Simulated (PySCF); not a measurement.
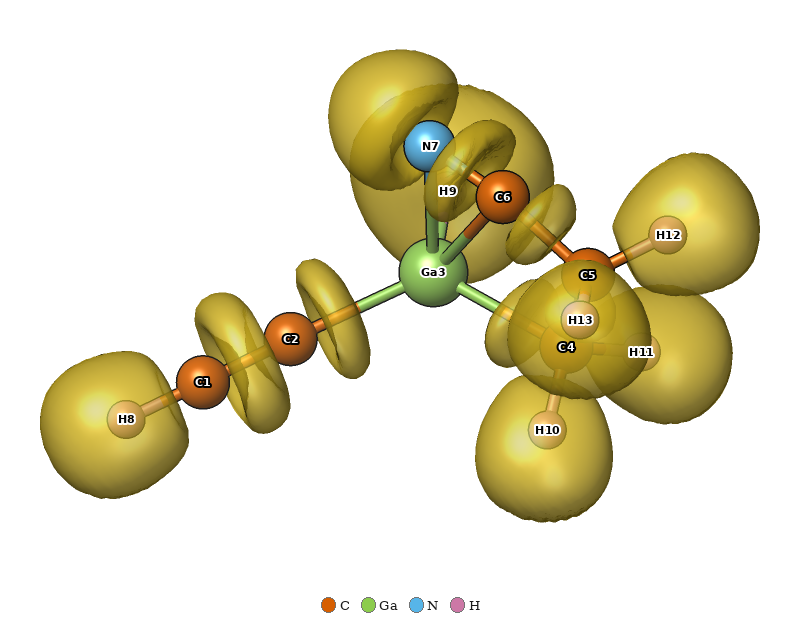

C₅H₆GaN. Isosurface of the ELF at 0.8 (yellow), seen at a tilt. Only the valence region is drawn (cores and ρ < 0.01 e/Å³ removed).

Geometry: GFN2-xTB.

These are results of CAM-B3LYP/def2-SVPD, SCF density, gas phase (PySCF 2.14.0), not measurements.

```xyz
13

C    -3.5959    1.8470    1.4768
C    -2.4632    1.5910    1.1417
Ga   -0.6505    1.1595    0.5645
C    -0.3190   -0.7614   -0.1919
C     0.3432   -1.5425    0.9914
C     0.3440   -0.5127    1.9776
N     0.2330    0.4883    2.5478
H    -4.5814    2.0759    1.7776
H     0.3333    2.3269    0.3162
H    -1.2580   -1.2574   -0.4652
H     0.3303   -0.8247   -1.0714
H     1.3626   -1.8654    0.7690
H    -0.2395   -2.4058    1.3183
```

### Where are the electrons localised?

The ELF exceeds this value in three regions between bonded C–C atoms (shared pairs), one region between bonded C–N atoms (shared pairs), six regions around hydrogen nuclei, two lobes of the valence shell of C pointing towards Ga (polar bonds) and one lobe on N, pointing away from the bonds (lone pairs). Profiles from the grid: C–N (1.16 Å): the ELF peaks at about 0.85 between the atoms; a short, multiple covalent bond. C–C (1.21 Å): the ELF peaks at about 0.85 between the atoms: a short, multiple covalent bond.
